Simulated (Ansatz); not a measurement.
Structure of Si₁₆B (periodic cell with a defect put in):

```
Si B
1.0
     7.67918    0.00000    0.00000
     3.83959    6.65036    0.00000
     3.83959    2.21679    6.27002
Si B
16 1
Direct
  0.99810 0.00244 0.00279
  0.62582 0.12601 0.12576
  0.50277 0.00252 0.49812
  0.12787 0.11685 0.62790
  0.50071 0.99961 0.00093
  0.12470 0.12513 0.12544
  0.99765 0.00218 0.49774
  0.62539 0.12506 0.62494
  0.50233 0.49798 0.00243
  0.12839 0.62844 0.11478
  0.99810 0.50086 0.49764
  0.61502 0.62836 0.62835
  0.99783 0.49713 0.00258
  0.62560 0.62342 0.12557
  0.50252 0.49709 0.49788
  0.12712 0.62671 0.62718
  0.24513 0.75224 0.74389
```

Structure used: the end point of a relaxation with DFT PBE, scalar-relativistic, plane waves, PAW (Ansatz 0.2.0); the starting structure was generated, so it need not be a known form of this composition.

Question: Which powder rings are expected with 120 kV electrons? List the innermost 5, leaving out those under 3 % of the strongest.

Answer:
```
ring     radius  d (Å)               hkl
   1  3.19 nm⁻¹   3.14   222/200/020/002
   2  5.21 nm⁻¹  1.920  422/242/224/20-2
   3  6.11 nm⁻¹  1.637   442/424/420/402
   4  7.37 nm⁻¹  1.358       440/404/044
   5  8.03 nm⁻¹  1.246   644/622/464/446
```

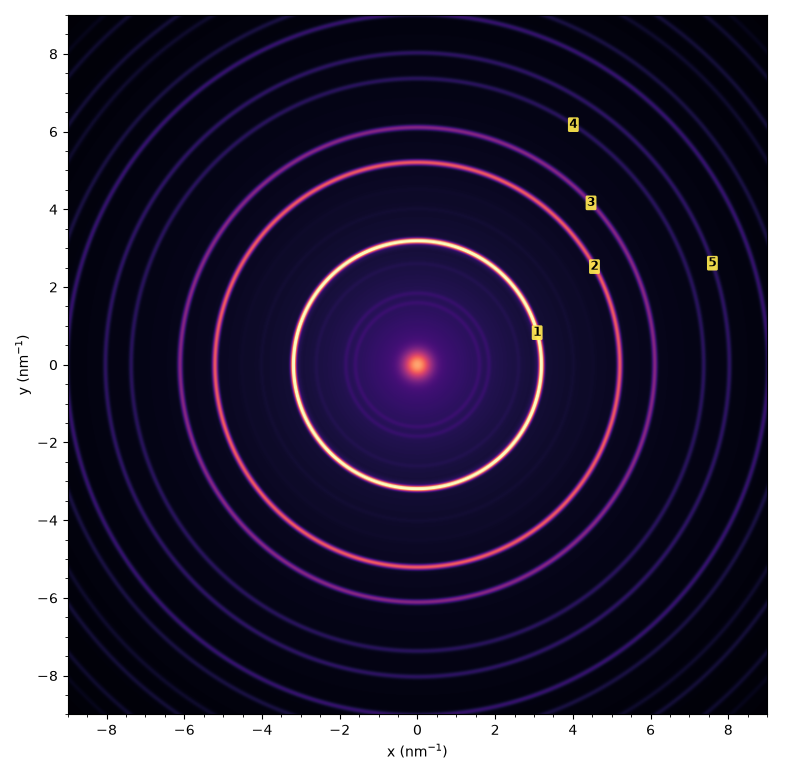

Simulated electron diffraction rings at 120 kV (λ = 0.0335 Å), scale in nm⁻¹ (radius = 1/d), for a fine-grained powder without texture. Kinematic intensities with B = 0.5 Å² for all atoms, without multiple scattering; brightness goes as intensity to the power 0.6, clipped at the top. Reflections closer than the ring width show as one ring. The numbers mark the rings of the table.
